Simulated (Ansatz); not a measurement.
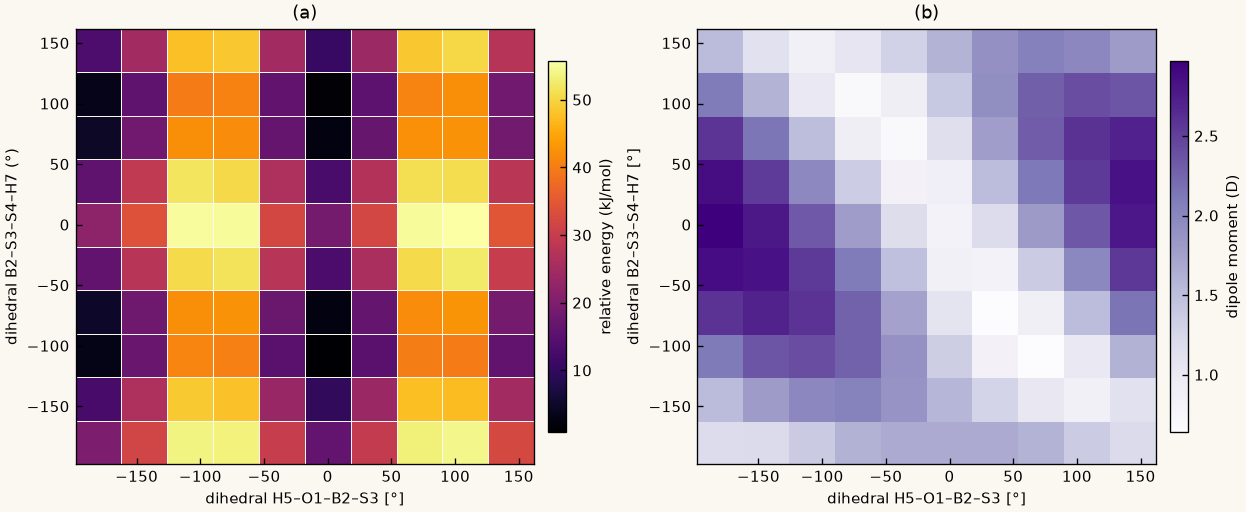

BH3OS2, SMILES OBSS. 
- The first coordinate is: dihedral H5–O1–B2–S3; the second: dihedral B2–S3–S4–H7.
- Nothing is relaxed (all other coordinates rigid).
- Grid: 10 × 10 points.
- Points are written as (first, second).
- All energies are given in kJ/mol relative to the relaxed molecule at the same level.
- Computed with RKS r2SCAN0-D4/def2-TZVP in Ansatz.

Panel (a) is the energy; panel (b) is the computed dipole moment, in D.

The picture shows one coloured cell a grid point.

### How does the dipole moment vary over the map, and what is it at the lowest grid point?

Leaving out the highest fifth of the energies, it runs from 0.64 D at (36°, −72°) to 2.97 D at (−180°, 0°). At the lowest grid point, (0°, −108°), it is 1.36 D.
